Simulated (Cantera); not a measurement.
Feed: 1 mol Si, 1.7 mol SF₆, 4.5 mol NF₃, held at 2.30 mbar.

Equilibrium computed with Cantera from the NASA thermochemical tables; the gas is ideal and each condensed phase is pure. Candidate condensed phases: S, Si, Si₃N₄; 29 gas species. The tables' values for SF₃, SF₅ are old estimates; treat these amounts as uncertain. Equilibrium is a limit: real reactors are often held back by kinetics, nucleation or transport.

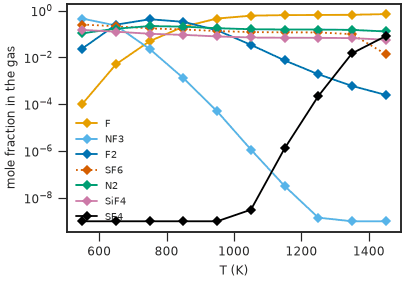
Fig. 1. Equilibrium gas composition (values under 1e-9 drawn at 1e-9)

Problem. Read off the mole fractions at 950 K.

Solution. F about 0.46, N₂ about 0.18, F₂ about 0.15, SF₆ about 0.13, SiF₄ about 0.079, NF₃ about 5.0e-5.
